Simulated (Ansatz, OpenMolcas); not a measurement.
AlH3 (SMILES [AlH3]): methods side by side

The species is AlH3 (4 atoms), meant as a singlet with charge 0. As SMILES, `[AlH3]`. The coordinates come from a PBE0-D4/def2-TZVP relaxation.

```xyz
4

Al    0.0137   -0.0148   -0.0051
H     0.6332    0.6709    1.2836
H    -1.3408   -0.8320    0.1051
H     0.7494    0.1157   -1.4039
```

Quantity: the energy change with the Al1–H3 bond stretched from 1.586 to 3.171 Å, in eV. The values are calculated.

| level | kind | program | value (eV) | less FCI/3-21G |
| --- | --- | --- | --- | --- |
| SVWN5/3-21G (restricted) | LDA | Ansatz | 3.20 | +0.48 |
| PBE/3-21G (restricted) | GGA | OpenMolcas | 3.18 | +0.46 |
| HSE06/3-21G (restricted) | range-separated hybrid | Ansatz | 3.48 | +0.76 |
| B2PLYP/3-21G (restricted) | double hybrid | OpenMolcas | 3.47 | +0.75 |
| MP2/3-21G (restricted) | perturbation theory | Ansatz | 3.54 | +0.82 |
| CASSCF(2,2)/3-21G | multireference | OpenMolcas | 2.38 | -0.34 |
| SC-NEVPT2(2,2)/3-21G | multireference | OpenMolcas | 2.63 | -0.09 |
| CISD/3-21G (restricted) | coupled cluster or CI | OpenMolcas | 2.96 | +0.24 |
| FCI/3-21G | exact in the basis | Ansatz | 2.72 | 0.00 |

FCI/3-21G is exact within its basis and frozen core, so for wave-function methods in that basis the difference is their error; functionals converge differently with the basis, so for them it is only a difference. The first shape isn't each level's own minimum. The values span 2.38 to 3.54 eV. All rows use very small basis sets, so none should be taken for the real molecule's value.

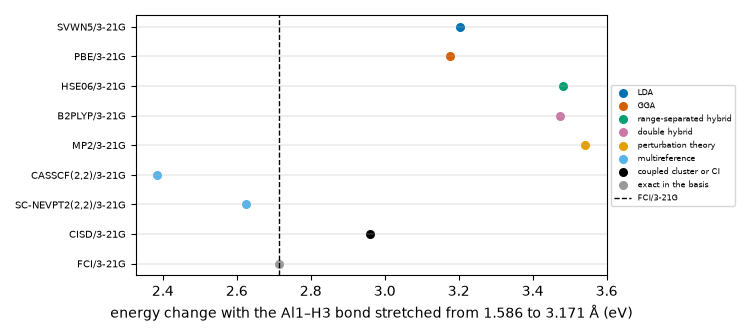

The values of the table, level by level.
